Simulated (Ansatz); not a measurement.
# C3H7ClOSi: molecular dynamics

Purpose: to follow the molecule's vibrations and see whether its bonds hold. The start is relaxed first. Runs: 40 steps of 2 fs at constant energy, with velocities drawn for 500 K. SMILES of the start: CC([SiH3])=C(O)Cl.

All numbers below are computed with Ansatz 0.2.0 (RKS r2SCAN-D4/STO-3G).

## Step 1: Starting point

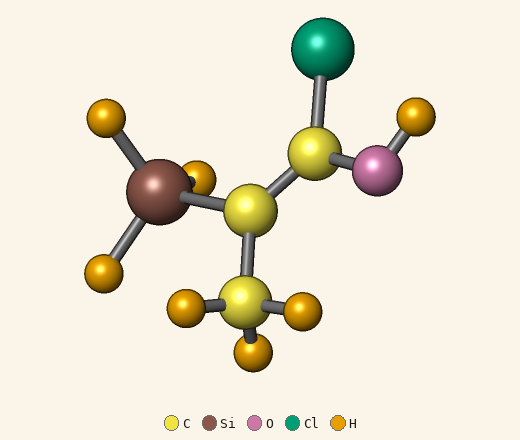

Start, viewed from a free direction; carbon yellow, silicon brown, oxygen pink, chlorine teal, hydrogen amber.

Coordinates:

```xyz
13

C    -0.1631   -0.5722    1.4353
C    -0.0346    0.0181    0.0251
Si    0.8803   -1.1303   -1.1102
C    -0.4416    1.2330   -0.3380
O    -1.1988    1.9922    0.5540
Cl   -0.3474    1.9283   -1.9140
H    -0.7427   -1.4685    1.4078
H     0.7972   -0.6874    1.8954
H    -0.7621    0.1695    2.1209
H     2.1568   -0.4724   -1.5513
H     0.0595   -1.5189   -2.2334
H     1.3057   -2.3529   -0.3341
H    -1.4887    2.8268    0.0572
```

## Step 2: Relaxing the start

The input, input.yaml:

```yaml
crystal:
  periodic: [false, false, false]
  atoms:
    - { symbol: C, position_ang: [-0.1631, -0.5722, 1.4353] }
    - { symbol: C, position_ang: [-0.0346, 0.0181, 0.0251] }
    - { symbol: Si, position_ang: [0.8803, -1.1303, -1.1102] }
    - { symbol: C, position_ang: [-0.4416, 1.233, -0.338] }
    - { symbol: O, position_ang: [-1.1988, 1.9922, 0.554] }
    - { symbol: Cl, position_ang: [-0.3474, 1.9283, -1.914] }
    - { symbol: H, position_ang: [-0.7427, -1.4685, 1.4078] }
    - { symbol: H, position_ang: [0.7972, -0.6874, 1.8954] }
    - { symbol: H, position_ang: [-0.7621, 0.1695, 2.1209] }
    - { symbol: H, position_ang: [2.1568, -0.4724, -1.5513] }
    - { symbol: H, position_ang: [0.0595, -1.5189, -2.2334] }
    - { symbol: H, position_ang: [1.3057, -2.3529, -0.3341] }
    - { symbol: H, position_ang: [-1.4887, 2.8268, 0.0572] }
basis:
  gaussian: { orbitals: STO-3G }
hamiltonian:
  xc: r2scan
  dispersion: d4
relax:
  f_tol: 0.02
  max_steps: 40
scf:
  lower_state_search: "off"
```

Command:

```console
ansatz run input.yaml --threads 1 --pin off --max-ram 2048MiB --backend cpu --events-out ev --progress --plain --runs-dir out
```

Further steps of the session: The run.

What does the calculation give? Wanted: relaxation of the start; temperature, first and last step; temperature, second half; potential energy, second half; largest change of the total energy; bonds formed or broken.

As calculated:

| quantity | value |
| --- | --- |
| relaxation of the start | 6 moves, 0.645 eV lower |
| length | 40 steps of 2 fs |
| temperature, first and last step | 500 and 223 K |
| temperature, second half | mean 254 K, from 171 to 366 K |
| potential energy, second half | +30 meV/atom from the start |
| largest change of the total energy | 5.94 meV/atom |
| bonds formed or broken | 0 |

The temperature starts at 500 K and averages 254 K in the second half, where it ranges from 171 to 366 K. About half is expected from a start at a minimum: kinetic energy passes into potential energy until both shares match. The total energy strays from its start by at most 5.94 meV/atom, 20 % of the mean kinetic energy, which is poor: the step of 2 fs is too long for the fastest motion. No bond forms or breaks. A run of 80 fs with 13 atoms shows the motion but fixes no equilibrium value. The nuclei move classically, without zero-point motion, which matters most for hydrogen. The basis is very small, so the numbers are rough.
